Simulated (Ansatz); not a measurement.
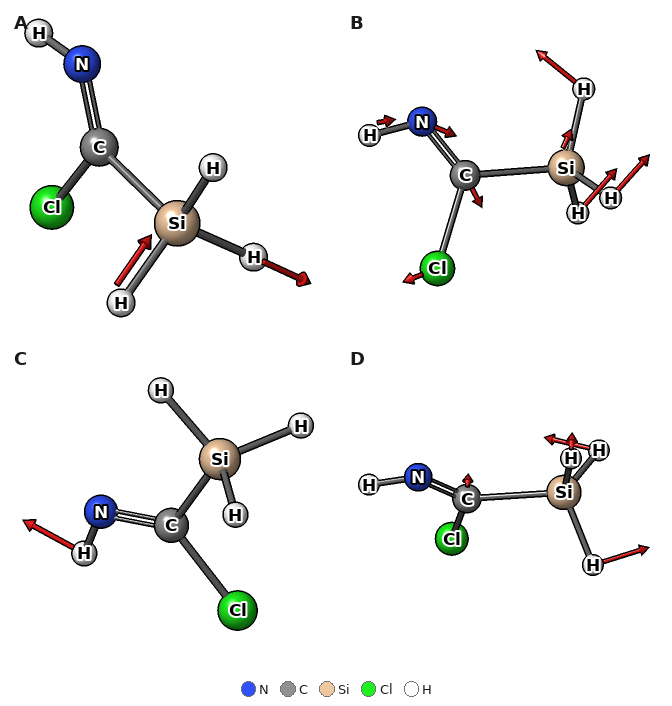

4 normal modes of one molecule or complex, as arrows. Harmonic vibrations computed with RKS PBE0-D4/def2-TZVP (Ansatz 0.2.0) at a stationary point of the same level.

**Match the panels to the wavenumbers 179 cm⁻¹, 682 cm⁻¹, 1177 cm⁻¹, 2257 cm⁻¹.**

A: 2257 cm⁻¹, out-of-phase stretching of 2 Si–H bonds
B: 179 cm⁻¹, angle bending
C: 1177 cm⁻¹, C–N–H bending
D: 682 cm⁻¹, C–Si–H bending
